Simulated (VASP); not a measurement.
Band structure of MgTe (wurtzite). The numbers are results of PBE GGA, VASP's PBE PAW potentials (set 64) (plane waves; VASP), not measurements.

Unless said otherwise, spin-orbit coupling is left out, though it shifts the bands of the heavy elements here.

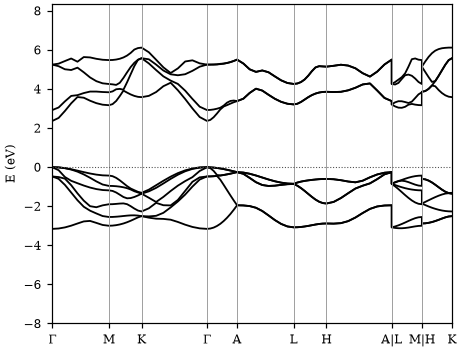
Figure. Bands along high-symmetry lines, zero at the valence-band maximum or, without a gap, the Fermi level

Task: Read the plot: is there a gap, and where are the band edges?

Result: The gap is direct, 2.36 eV, from the valence maximum at Γ to the conduction minimum at Γ. (Edges off the drawn lines would not show.)

The compound is MgTe in the wurtzite structure. It was relaxed first.
